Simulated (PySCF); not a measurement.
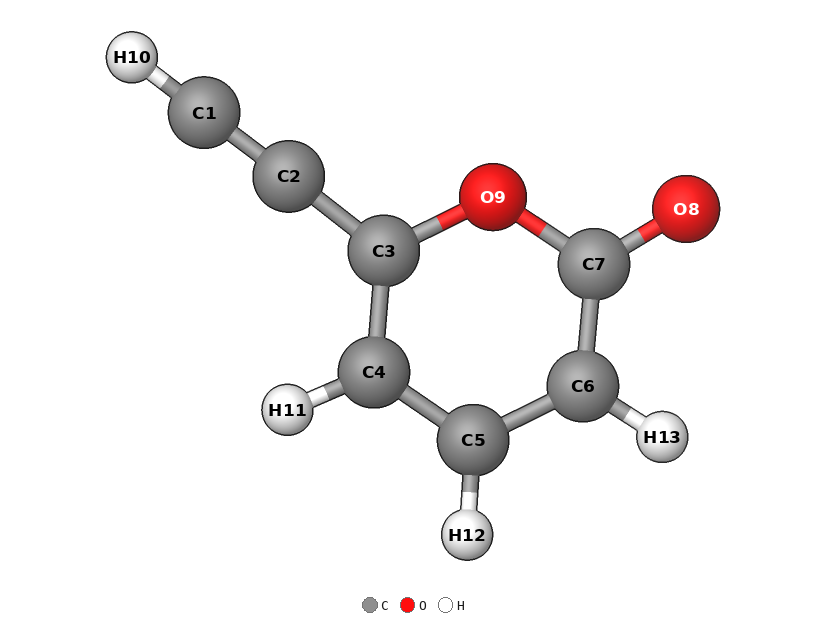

State: charge −1, doublet. The computed structure is the end point of a GFN2-xTB optimisation. No frequency run is at hand to confirm it as a minimum. Method: UKS B3LYP, pcH-1 on C H O, non-relativistic (PySCF 2.14.0).

Give the isotropic hyperfine couplings (Fermi-contact term alone) of C1, C2, C3, C4, C5, C6, C7, O8, O9, H10, H11, H12, H13.

```csv
atom,isotope,a_iso (MHz)
C1,13C,28.7
C2,13C,−31.5
C3,13C,27.9
C4,13C,−16.1
C5,13C,6.0
C6,13C,13.6
C7,13C,−12.9
O8,17O,−2.1
O9,17O,−14.5
H10,1H,−18.8
H11,1H,−0.9
H12,1H,−12.5
H13,1H,−17.0
```
